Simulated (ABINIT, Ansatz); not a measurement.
**YSF (P4/nmm): G0W0 on several meshes in ABINIT**

Aim: the GW shift of YSF (P4/nmm) against the k mesh.

Calculated with ABINIT 10.8.3; LDA and many-body steps on it, plane waves.

### 1. Starting point

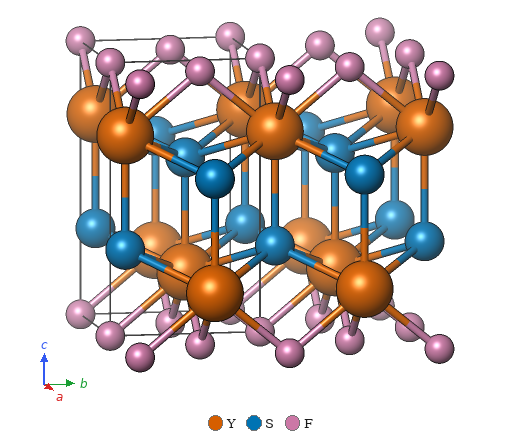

Start, viewed slightly off an axis; yttrium orange, sulfur blue, fluorine pink. 2×2×1 cells are drawn. Some periodic images of atoms are drawn too.

The cell and positions are those that the Materials Project relaxed with its own functionals (PBE, PBE+U or r2SCAN), kept fixed.

### 2. Empty states on the mesh, 4×4×2 mesh, 344 bands

This step: ABINIT 10.8.3; DFT, LDA, plane waves, norm-conserving pseudopotentials.

The sums over transitions need many empty states on a uniform mesh; this step solves for them.

Input file run.abi:

```
acell 3*1.0 Angstrom
rprim 
  3.772985040000 0.000000000000 0.000000000000
  0.000000000000 3.772985040000 0.000000000000
  0.000000000000 0.000000000000 6.826667120000
ntypat 3
znucl 39 16 9
natom 6
typat 1 1 2 2 3 3
xred 
  0.000000000000 0.500000000000 0.227228020000
  0.500000000000 0.000000000000 0.772771980000
  0.000000000000 0.500000000000 0.645567190000
  0.500000000000 0.000000000000 0.354432810000
  0.000000000000 0.000000000000 0.000000000000
  0.500000000000 0.500000000000 0.000000000000
pp_dirpath "pseudos"
pseudos "Y.upf, S.upf, F.upf"
ecut 36
ngkpt 4 4 2
nshiftk 1
shiftk 0 0 0
kptopt 1
chksymbreak 0
iscf -2
irdden 1
istwfk *1
nband 344
nbdbuf 30
tolwfr 1e-09
nstep 60
prtvol 0
indata_prefix "in"
outdata_prefix "out"
tmpdata_prefix "tmp"
```

On the command line:

```bash
OMP_NUM_THREADS=1 mpirun -n 8 abinit run.abi > log
```

Numbers of over 12 decimals in the logs are rounded to 6 here.

What it wrote:

```text
.Version 10.8.3 of ABINIT. v10.8.2 released Aug 2026.

 Symmetries : space group P4/n m m (#129); Bravais tP (primitive tetrag.)
[... echo of the input left out ...]
== DATASET  1 ==================================================================
-   mpi_nproc: 8, omp_nthreads: 1 (-1 if OMP is not activated)
-    --> not optimal distribution: autoparal keyword recommended in input file <--

--- !DatasetInfo
iteration_state: {dtset: 1, }
dimensions: {natom: 6, nkpt: 12, mband: 344, nsppol: 1, nspinor: 1, nspden: 1, mpw: 6802, }
cutoff_energies: {ecut:  36.0, pawecutdg:  -1.0, }
[...]
4.37968    4.37968    4.39949    4.40586    4.41150    4.42015    4.43574    4.43579
   4.43595    4.43610    4.46279    4.46555    4.47232    4.47479    4.49241    4.50165
 prteigrs : prtvol=0 or 1, do not print more k-points.

== END DATASET(S) ==============================================================
================================================================================

 -outvars: echo values of variables after computation  --------
            nband         344
             nkpt          12
          spgroup         129
 [... the other variables as echoed above ...]

 Calculation completed.
```

It took 4.9 min on 8 MPI ranks of Arm Neoverse V1, shared host; peak memory 1 GiB.

This step gave:

```
gap                                                           : 1.172 eV
k of the valence top                                          : 0, 0, 0
k of the conduction bottom                                    : 0, 0, 0
least direct gap                                              : 1.172 eV
k points computed                                             : 12
lowest point of the top converged band, above the valence top : 106.4259 eV
```

On this mesh the gap is 1.172 eV.

The density comes from a self-consistent run that is not shown.

### 3. Screening, 4×4×2 mesh, 142 bands, screening to 141.5 eV

The RPA dielectric matrix is built and inverted for each q.

This step: RPA screening on LDA, plane waves, norm-conserving pseudopotentials.

Edit run.abi of step 2 so:

```diff
@@ -24,10 +24,11 @@
 chksymbreak 0
-iscf -2
-irdden 1
 istwfk *1
-nband 344
-nbdbuf 30
-tolwfr 1e-09
-nstep 60
-prtvol 0
+occopt 1
+irdwfk 1
+optdriver 3
+nband 142
+ecuteps 5.2
+inclvkb 2
+awtr 1
+symchi 1
 indata_prefix "in"
```

What it wrote:

```text
.Version 10.8.3 of ABINIT. v10.8.2 released Aug 2026.

 Symmetries : space group P4/n m m (#129); Bravais tP (primitive tetrag.)
[... echo of the input left out ...]
== DATASET  1 ==================================================================
-   mpi_nproc: 8, omp_nthreads: 1 (-1 if OMP is not activated)

--- !DatasetInfo
iteration_state: {dtset: 1, }
dimensions: {natom: 6, nkpt: 12, mband: 142, nsppol: 1, nspinor: 1, nspden: 1, mpw: 6802, }
cutoff_energies: {ecut:  36.0, pawecutdg:  -1.0, }
electrons: {nelect:   4.80000000E+01, charge:   0.00000000E+00, occopt:   1.00000000E+00, tsmear:   1.00000000E-02, }

 SCREENING: Calculation of the susceptibility and dielectric matrices

 Based on a program developped by R.W. Godby, V. Olevano, G. Onida, and L. Reining.
 Incorporated in ABINIT by V. Olevano, G.-M. Rignanese, and M. Torrent.
.Using double precision arithmetic ; gwpc =  8

[... cell and pseudopotentials left out ...]
--------------------------------------------------------------------------------

 ==== K-mesh for the wavefunctions ====
 Number of points in the irreducible wedge :    12
[... list of points left out ...]
 Together with 16 symmetry operations and time-reversal symmetry
 yields    32 points in the full Brillouin Zone.

 ==== Q-mesh for the screening function ====
 Number of points in the irreducible wedge :    12
[... list of points left out ...]
 Together with 16 symmetry operations and time-reversal symmetry
 yields    32 points in the full Brillouin Zone.

 setmesh: FFT mesh size selected  =    30x   30x   50
          total number of points  =        45000

 vcoul_init : cutoff-mode = AUXILIARY_FUNCTION
 q-points for optical limit:   1
     1)      0.000010    0.000020    0.000030

- screening: taking advantage of time-reversal symmetry
- Maximum band index for partially occupied states nbvw = 24
- Remaining bands to be divided among processors   nbcw = 118
- Number of bands treated by each node ~14

 Number of electrons calculated from density =   48.0000; Expected =   48.0000
 average of density, n =  0.073192
 r_s =    1.4830
 omega_plasma =   26.0969 [eV]

 calculating chi0 at frequencies [eV] :
  1    0.000000E+00    0.000000E+00
  2    0.000000E+00    2.609687E+01

--------------------------------------------------------------------------------
  q-point number  1        q = ( 0.000000, 0.000000, 0.000000) [r.l.u.]
--------------------------------------------------------------------------------
[... chi0 elements left out ...]
 For q-point:  0.000010 0.000020 0.000030
  dielectric constant =   6.0515
  dielectric constant without local fields =   7.0022

  Average fulfillment of the sum rule on Im[epsilon] for q-point    1 :     66.24  [%]
[... wings left out ...]
  q-point number  2        q = ( 0.250000, 0.000000, 0.000000) [r.l.u.]
--------------------------------------------------------------------------------
[... chi0 elements left out ...]
  Average fulfillment of the sum rule on Im[epsilon] for q-point    2 :     73.24  [%]

 [... 10 further q-points ...]
```

Run time: 1.9 min. Hardware: 8 MPI ranks; peak memory 3.8 GiB.

This step gave:

```yaml
eps_infinity_with_local_fields_on_this_mesh_along_the_program_s_q_direction: 6.051
the_same_without_local_fields: 7.002
plasma_frequency: 26.10 eV
plane_waves_in_the_screening_matrix: 393
```

Local fields lower ε∞ by 14 %. On a Γ-centred mesh this coarse the value itself is usually too large, while a short band sum pulls it down.

### 4. 4×4×2

The self-energy is evaluated for the states that the input lists, and the levels follow from it, in one-shot runs by the linearised quasiparticle equation.

This step: G0W0 on LDA, plane waves, norm-conserving pseudopotentials.

Edit run.abi of step 3 so:

```diff
@@ -27,8 +27,15 @@
 irdwfk 1
-optdriver 3
+optdriver 4
 nband 142
+gwcalctyp 0
+ecutsigx 36
+symsigma 1
+nkptgw 1
+kptgw 
+  0.0000000000 0.0000000000 0.0000000000
+bdgw 
+  23 26
 ecuteps 5.2
-inclvkb 2
-awtr 1
-symchi 1
+irdscr 1
+ppmodel 1
 indata_prefix "in"
```

What it wrote:

```text
.Version 10.8.3 of ABINIT. v10.8.2 released Aug 2026.

 Symmetries : space group P4/n m m (#129); Bravais tP (primitive tetrag.)
[... echo of the input left out ...]
== DATASET  1 ==================================================================
-   mpi_nproc: 8, omp_nthreads: 1 (-1 if OMP is not activated)

--- !DatasetInfo
iteration_state: {dtset: 1, }
dimensions: {natom: 6, nkpt: 12, mband: 142, nsppol: 1, nspinor: 1, nspden: 1, mpw: 6802, }
cutoff_energies: {ecut:  36.0, pawecutdg:  -1.0, }
electrons: {nelect:   4.80000000E+01, charge:   0.00000000E+00, occopt:   1.00000000E+00, tsmear:   1.00000000E-02, }

 SIGMA: Calculation of the GW corrections

 Based on a program developped by R.W. Godby, V. Olevano, G. Onida, and L. Reining.
 Incorporated in ABINIT by V. Olevano, G.-M. Rignanese, and M. Torrent.
.Using double precision arithmetic ; gwpc =  8

[... cell and pseudopotentials left out ...]
--------------------------------------------------------------------------------

 ==== K-mesh for the wavefunctions ====
 Number of points in the irreducible wedge :    12
[... list of points left out ...]
 Together with 16 symmetry operations and time-reversal symmetry
 yields    32 points in the full Brillouin Zone.

 ==== Q-mesh for screening function ====
 Number of points in the irreducible wedge :    12
[... list of points left out ...]
 Together with 16 symmetry operations and time-reversal symmetry
 yields    32 points in the full Brillouin Zone.

 vcoul_init : cutoff-mode = AUXILIARY_FUNCTION
 q-points for optical limit:   1
     1)      0.000010    0.000020    0.000030
 setmesh: FFT mesh size selected  =    40x   40x   72
          total number of points  =       115200

 Number of electrons calculated from density =   48.0000; Expected =   48.0000
 average of density, n =  0.073192
 r_s =    1.4830
 omega_plasma =   26.0969 [eV]

 === KS Band Gaps ===
  >>>> For spin  1
   Minimum direct gap =   1.1724 [eV], located at k-point      :   0.0000  0.0000  0.0000
   Fundamental gap    =   1.1724 [eV], Top of valence bands at :   0.0000  0.0000  0.0000
                                       Bottom of conduction at :   0.0000  0.0000  0.0000
 SIGMA fundamental parameters:
 PLASMON POLE MODEL  1
 number of plane-waves for SigmaX                 6783
 number of plane-waves for SigmaC and W            393
 number of plane-waves for wavefunctions          6783
 number of bands                                   142
 number of independent spin polarizations            1
 number of spinorial components                      1
 number of k-points in IBZ                          12
 number of q-points in IBZ                          12
 number of symmetry operations                      16
 number of k-points in BZ                           32
 number of q-points in BZ                           32
 number of frequencies for dSigma/dE                 9
 frequency step for dSigma/dE [eV]                0.25
 number of omega for Sigma on real axis              0
 max omega for Sigma on real axis  [eV]           0.00
 zcut for avoiding poles [eV]                     0.10

 EPSILON^-1 parameters (SCR file):
 dimension of the eps^-1 matrix on file            393
 dimension of the eps^-1 matrix used               393
 number of plane-waves for wavefunctions          6783
 number of bands                                   142
 number of q-points in IBZ                          12
 number of frequencies                               2
 number of real frequencies                          1
 number of imag frequencies                          1

 matrix elements of self-energy operator (all in [eV])

 Perturbative Calculation

--- !SelfEnergy_ee
iteration_state: {dtset: 1, }
kpoint     : [   0.000,    0.000,    0.000, ]
spin       : 1
KS_gap     :    1.172
QP_gap     :    2.896
Delta_QP_KS:    1.723
data: !SigmaeeData |
     Band     E0 <VxcDFT>   SigX SigC(E0)      Z dSigC/dE  Sig(E)    E-E0       E
       23   6.840 -13.583 -16.361   1.906   0.800  -0.250 -14.281  -0.698   6.142
       24   6.840 -13.583 -16.361   1.906   0.800  -0.250 -14.281  -0.698   6.142
       25   8.012 -11.644  -6.693  -3.709   0.826  -0.211 -10.618   1.026   9.038
       26   9.761 -14.045  -8.822  -3.710   0.794  -0.259 -12.843   1.202  10.963

== END DATASET(S) ==============================================================
================================================================================

 -outvars: echo values of variables after computation  --------
           etotal      0.0000000000E+00
            nband         142
             nkpt          12
          spgroup         129
 [... the other variables as echoed above ...]

 Calculation completed.
```

Elapsed: 11 s, on 8 MPI ranks; peak memory 2.8 GiB; 84 s of CPU time.

Numbers from this step:

```yaml
g0w0_gap_on_the_points_computed: 2.896 eV
starting_gap_on_the_mesh: 1.172 eV
k_of_the_valence_top: 0, 0, 0
k_of_the_conduction_bottom: 0, 0, 0
z_at_the_valence_top: 0.8
z_at_the_conduction_bottom: 0.826
least_direct_g0w0_gap_on_the_computed_points: 2.896 eV
```

The gap on the mesh goes from 1.17 eV to 2.90 eV, a correction of +1.72 eV.

### 5. Empty states on the mesh, 6×6×4 mesh, 156 bands

This step: DFT, LDA, plane waves, norm-conserving pseudopotentials.

Edit run.abi of step 4 so:

```diff
@@ -19,3 +19,3 @@
 ecut 36
-ngkpt 4 4 2
+ngkpt 6 6 4
 nshiftk 1
@@ -24,18 +24,10 @@
 chksymbreak 0
+iscf -2
+irdden 1
 istwfk *1
-occopt 1
-irdwfk 1
-optdriver 4
-nband 142
-gwcalctyp 0
-ecutsigx 36
-symsigma 1
-nkptgw 1
-kptgw 
-  0.0000000000 0.0000000000 0.0000000000
-bdgw 
-  23 26
-ecuteps 5.2
-irdscr 1
-ppmodel 1
+nband 156
+nbdbuf 14
+tolwfr 1e-09
+nstep 60
+prtvol 0
 indata_prefix "in"
```

What it wrote:

```text
.Version 10.8.3 of ABINIT. v10.8.2 released Aug 2026.

 Symmetries : space group P4/n m m (#129); Bravais tP (primitive tetrag.)
[... echo of the input left out ...]
== DATASET  1 ==================================================================
-   mpi_nproc: 8, omp_nthreads: 1 (-1 if OMP is not activated)

--- !DatasetInfo
iteration_state: {dtset: 1, }
dimensions: {natom: 6, nkpt: 30, mband: 156, nsppol: 1, nspinor: 1, nspden: 1, mpw: 6802, }
cutoff_energies: {ecut:  36.0, pawecutdg:  -1.0, }
[...]
2.21037    2.23040    2.25620    2.25620    2.26859    2.27302    2.27302    2.28545
   2.29075    2.30227    2.32180    2.32715    2.34818    2.35950    2.35950    2.37668
   2.37670    2.38661    2.38935    2.42090
 prteigrs : prtvol=0 or 1, do not print more k-points.

== END DATASET(S) ==============================================================
================================================================================

 -outvars: echo values of variables after computation  --------
            nband         156
             nkpt          30
          spgroup         129
 [... the other variables as echoed above ...]

 Calculation completed.
```

The job ended after 2.6 min (8 MPI ranks; peak memory 1.1 GiB; 21 min of CPU time).

Numbers from this step:

```
gap                                                           : 1.172 eV
k of the valence top                                          : 0, 0, 0
k of the conduction bottom                                    : 0, 0, 0
least direct gap                                              : 1.172 eV
k points computed                                             : 30
lowest point of the top converged band, above the valence top : 53.7874 eV
```

On this mesh the gap is 1.172 eV.

### 6. Screening, 6×6×4 mesh, 142 bands, screening to 141.5 eV

This step: RPA screening on LDA, plane waves, norm-conserving pseudopotentials.

Edit run.abi of step 5 so:

```diff
@@ -24,10 +24,11 @@
 chksymbreak 0
-iscf -2
-irdden 1
 istwfk *1
-nband 156
-nbdbuf 14
-tolwfr 1e-09
-nstep 60
-prtvol 0
+occopt 1
+irdwfk 1
+optdriver 3
+nband 142
+ecuteps 5.2
+inclvkb 2
+awtr 1
+symchi 1
 indata_prefix "in"
```

What it wrote:

```text
.Version 10.8.3 of ABINIT. v10.8.2 released Aug 2026.

 Symmetries : space group P4/n m m (#129); Bravais tP (primitive tetrag.)
[... echo of the input left out ...]
== DATASET  1 ==================================================================
-   mpi_nproc: 8, omp_nthreads: 1 (-1 if OMP is not activated)

--- !DatasetInfo
iteration_state: {dtset: 1, }
dimensions: {natom: 6, nkpt: 30, mband: 142, nsppol: 1, nspinor: 1, nspden: 1, mpw: 6802, }
cutoff_energies: {ecut:  36.0, pawecutdg:  -1.0, }
electrons: {nelect:   4.80000000E+01, charge:   0.00000000E+00, occopt:   1.00000000E+00, tsmear:   1.00000000E-02, }

 SCREENING: Calculation of the susceptibility and dielectric matrices

 Based on a program developped by R.W. Godby, V. Olevano, G. Onida, and L. Reining.
 Incorporated in ABINIT by V. Olevano, G.-M. Rignanese, and M. Torrent.
.Using double precision arithmetic ; gwpc =  8

[... cell and pseudopotentials left out ...]
--------------------------------------------------------------------------------

 ==== K-mesh for the wavefunctions ====
 Number of points in the irreducible wedge :    30
[... list of points left out ...]
 Together with 16 symmetry operations and time-reversal symmetry
 yields   144 points in the full Brillouin Zone.

 ==== Q-mesh for the screening function ====
 Number of points in the irreducible wedge :    30
[... list of points left out ...]
 Together with 16 symmetry operations and time-reversal symmetry
 yields   144 points in the full Brillouin Zone.

 setmesh: FFT mesh size selected  =    30x   30x   50
          total number of points  =        45000

 vcoul_init : cutoff-mode = AUXILIARY_FUNCTION
 q-points for optical limit:   1
     1)      0.000010    0.000020    0.000030

- screening: taking advantage of time-reversal symmetry
- Maximum band index for partially occupied states nbvw = 24
- Remaining bands to be divided among processors   nbcw = 118
- Number of bands treated by each node ~14

 Number of electrons calculated from density =   48.0000; Expected =   48.0000
 average of density, n =  0.073192
 r_s =    1.4830
 omega_plasma =   26.0969 [eV]

 calculating chi0 at frequencies [eV] :
  1    0.000000E+00    0.000000E+00
  2    0.000000E+00    2.609687E+01

--------------------------------------------------------------------------------
  q-point number  1        q = ( 0.000000, 0.000000, 0.000000) [r.l.u.]
--------------------------------------------------------------------------------
[... chi0 elements left out ...]
 For q-point:  0.000010 0.000020 0.000030
  dielectric constant =   5.7960
  dielectric constant without local fields =   6.7192

  Average fulfillment of the sum rule on Im[epsilon] for q-point    1 :     66.26  [%]
[... wings left out ...]
  q-point number  2        q = ( 0.166667, 0.000000, 0.000000) [r.l.u.]
--------------------------------------------------------------------------------
[... chi0 elements left out ...]
  Average fulfillment of the sum rule on Im[epsilon] for q-point    2 :     76.64  [%]

 [... 28 further q-points ...]
```

The job ended after 17 min (8 MPI ranks; peak memory 8.2 GiB; 2.3 h of CPU time).

Numbers from this step:

| Quantity | Value |
| --- | --- |
| ε∞ with local fields, on this mesh, along the program's q direction | 5.796 |
| the same without local fields | 6.719 |
| plasma frequency | 26.10 eV |
| plane waves in the screening matrix | 393 |

(Continued in part 2 of 2.)

[Paths, hosts, dates, memory and timing lines, banners, echoed tables and standing remarks are left out of the program output.]

[Logs are printed without paths, hosts, clocks, repeated set-up lines and the standing remarks that a program may print on its own settings, such as how far it seeks lower states.]

[Runs of the session that timed out or met a known fault of the program may be left out.]

[Hosts, paths, dates, database ids (printed as entryN), source tags and the programs' standing remarks are cut or masked in the printed files.]

[G0W0 gaps are taken among the corrected bands and points alone; a level outside them can change the order at an edge.]

[Where Ansatz stands beside ABINIT at settings called matched, ABINIT's density can come from a denser mesh and the files from another edition; pairs whose starting gaps differed by over 0.03 eV were left out, so agreement reads better than it is.]
